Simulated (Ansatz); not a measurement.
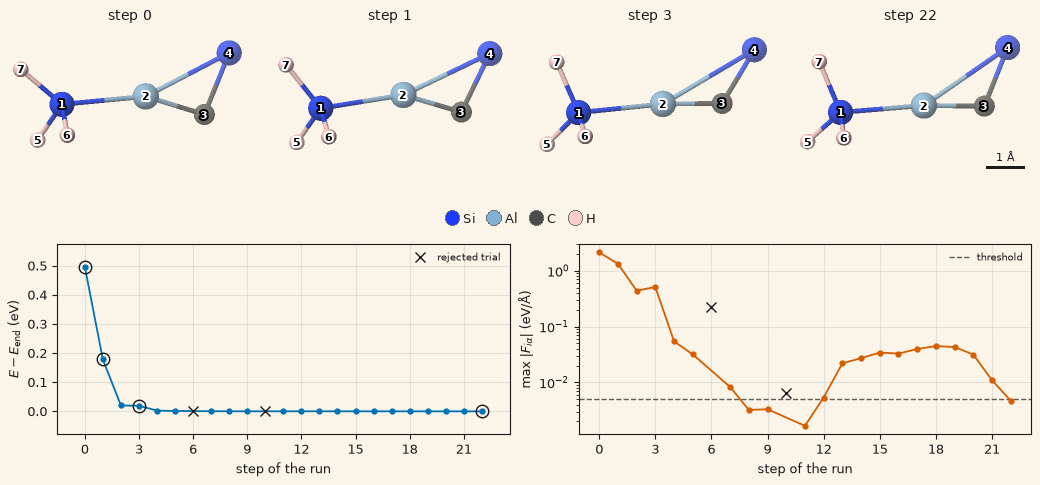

Frames of a relaxation of CH3AlSi2, marked on the history of the run. The picture is a ball-and-stick view, seen at a tilt.

All numbers below come from Ansatz, RKS PBE0-D4/def2-TZVP.

Input
```yaml
crystal:
  periodic: [false, false, false]
  atoms:
    - {symbol: Si, position_ang: [-0.616580, 1.153110, -0.488100]}
    - {symbol: Al, position_ang: [0.556980, -0.845260, 0.357200]}
    - {symbol: C, position_ang: [0.854840, -2.636650, 0.824920]}
    - {symbol: Si, position_ang: [2.498530, -2.218930, 1.421870]}
    - {symbol: H, position_ang: [-1.430470, 0.560110, -1.600330]}
    - {symbol: H, position_ang: [-1.659190, 1.516770, 0.524840]}
    - {symbol: H, position_ang: [-0.204110, 2.470860, -1.040400]}
basis:
  gaussian: {orbitals: def2-TZVP}
hamiltonian: {xc: pbe0, dispersion: d4}
relax: {f_tol: 0.005, max_steps: 200}
```

Command:
```bash
ansatz run in.yaml --threads 2 --pin off --events-out ev --progress --plain --max-ram 4352MiB
```

### Describe the path.

The energy falls by 0.496 eV in 20 accepted moves (22 points after the start). The largest force component goes from 2.1 to 0.0047 eV/Å. The line search rejected the trial steps at points 6, 10 of the run. The forces were under the threshold at step 8, but the run went on from there. The largest move after the best rigid fit is that of H7, 0.56 Å. Largest moves by element: H 0.56 Å, C 0.28 Å, Al 0.25 Å, Si 0.22 Å. Near-neighbour distances that change, for instance: Al2–Si4 2.606 → 2.829 Å, C3–Si4 1.798 → 1.690 Å, Al2–C3 1.875 → 1.781 Å, Si1–Al2 2.467 → 2.445 Å. Among the angles between lasting bonds that change: Al2–Si1–H7 135.5° → 109.4°, Al2–C3–Si4 90.3° → 109.1°, Si1–Al2–C3 159.2° → 175.1°. The run took 83 s on 2 threads of Arm Neoverse V1, on a shared host. From step 0 to 1: H7 moves most (0.20 Å), energy −0.318 eV. From step 1 to 3: H7 moves most (0.32 Å), energy −0.159 eV. From step 3 to 22: Si4 moves most (0.21 Å), energy −0.019 eV.

```csv
step,"E − E(0), eV","largest force component, eV/Å",note
0,0.0000,2.1403,
1,-0.3181,1.3389,
2,-0.4760,0.4425,
3,-0.4770,0.5120,
4,-0.4937,0.0546,
5,-0.4949,0.0318,
6,-0.4947,0.2234,rejected
7,-0.4958,0.0083,
8,-0.4960,0.0032,
9,-0.4960,0.0033,
10,-0.4960,0.0064,rejected
11,-0.4960,0.0017,
12,-0.4960,0.0054,
13,-0.4960,0.0220,
14,-0.4961,0.0272,
15,-0.4961,0.0343,
16,-0.4961,0.0330,
17,-0.4961,0.0397,
18,-0.4961,0.0448,
19,-0.4962,0.0431,
20,-0.4962,0.0316,
21,-0.4962,0.0110,
22,-0.4962,0.0047,
```
